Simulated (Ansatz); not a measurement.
## Electronic structure of FH5NSi2 (SMILES F[SiH2]N[SiH2]) (doublet) in real space

```yaml
atoms:
  - { symbol: F, position_ang: [-1.7782, 1.2089, -1.1818] }
  - { symbol: Si, position_ang: [-0.2880, 1.1236, -0.6049] }
  - { symbol: N, position_ang: [0.2415, -0.4914, -0.4030] }
  - { symbol: Si, position_ang: [0.0236, -1.5336, 0.9679] }
  - { symbol: H, position_ang: [0.5763, 1.7991, -1.5988] }
  - { symbol: H, position_ang: [-0.3028, 1.7798, 0.7188] }
  - { symbol: H, position_ang: [0.6004, -0.9422, -1.2345] }
  - { symbol: H, position_ang: [-0.2463, -0.6500, 2.1362] }
  - { symbol: H, position_ang: [1.2618, -2.3407, 1.1827] }
```

Geometry: PBE0-D4/def2-TZVP.

The calculation used Ansatz 0.2.0, UKS PBE0-D4/def2-TZVPP.

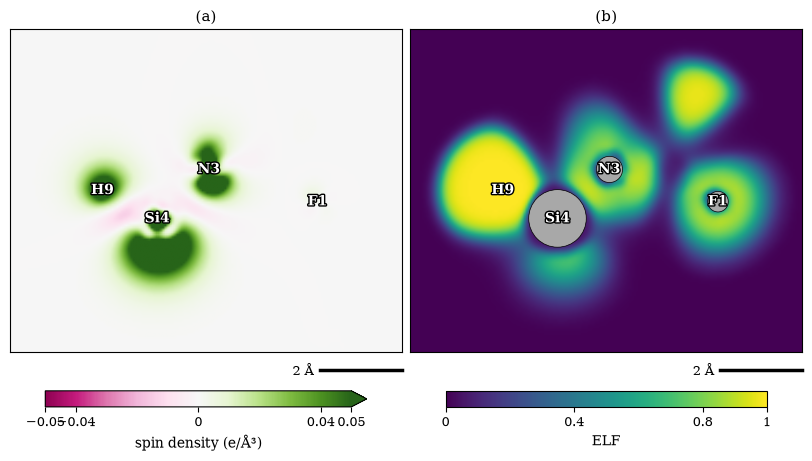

Figure 1. (a) spin density; (b) ELF on the plane of atoms N3, Si4 and H9. Grey discs cover the atomic cores in the ELF map.

Describe what can be read from this map.

Answer.
- Atoms in the plane: F, N, Si and H.
- Si–N (1.74 Å): the ELF peaks at about 0.90 between the atoms, as expected for a shared but strongly polarised pair.
- Si–H (1.49 Å): the ELF climbs to about 1 towards the hydrogen, as it does in any bond to H.
- The ELF also peaks beside F1, away from the bonds: non-bonding electrons, paired or unpaired.
- The unpaired spin (1 electron) lies mostly on Si4 (about 0.8) and N3 (about 0.1), in electrons by Hirshfeld's partition.

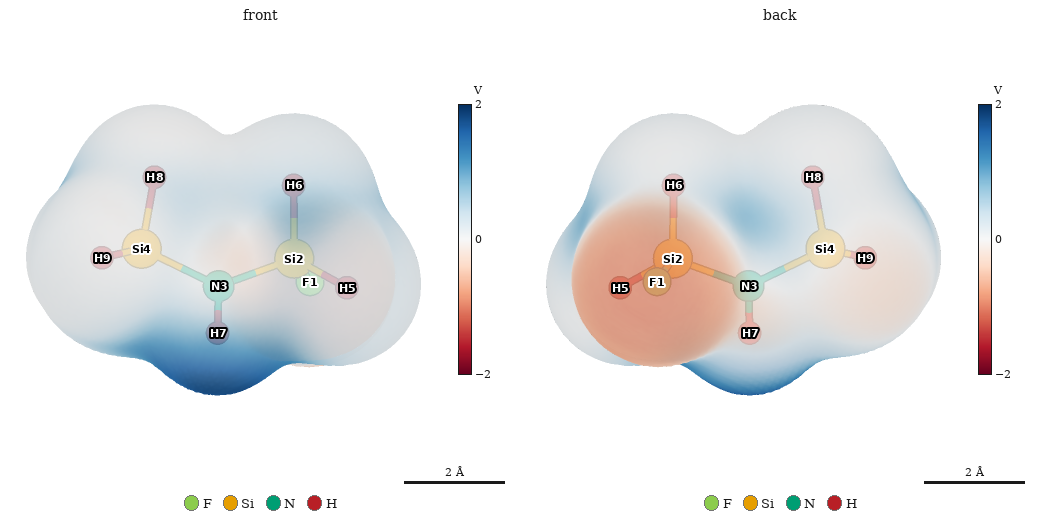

Figure 2. The electrostatic potential painted on the density surface at 0.001 e/bohr³, seen from the front and from behind; the colour scale runs from red (negative) to blue (positive).

Describe the electrostatic potential map.

Answer. The most negative region (about −0.9 V) lies over F1, the most positive (about +1.8 V) over H7.

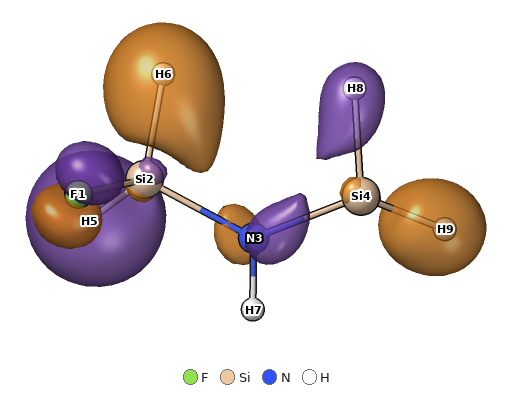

Figure 3. The HOMO−1 (β) at ±0.15 Å⁻³ᐟ² (orange and purple are the two phases), seen at an oblique angle.

Describe this orbital and give its energy.

Answer. It lies mainly on Si2 (about 25 %), H5 (about 25 %), H6 (about 15 %), Si4 (about 10 %), F1 (about 10 %) and H9 (about 10 %). Its energy is −9.49 eV.

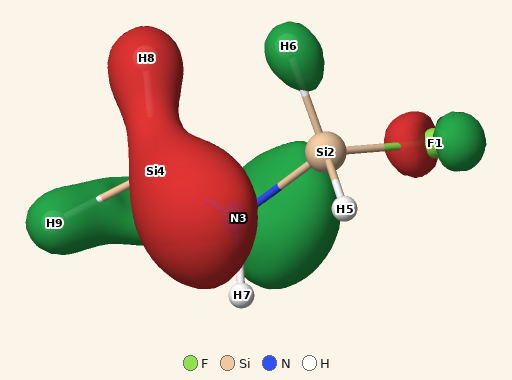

Figure 4. The HOMO−1 (α) at ±0.15 Å⁻³ᐟ² (green and red are the two phases), seen at a tilt.

Where does this orbital lie, and at what energy?

Answer. Its weight (Hirshfeld) is mainly on N3 (about 50 %), Si4 (about 20 %) and Si2 (about 10 %). Its energy is −9.24 eV.
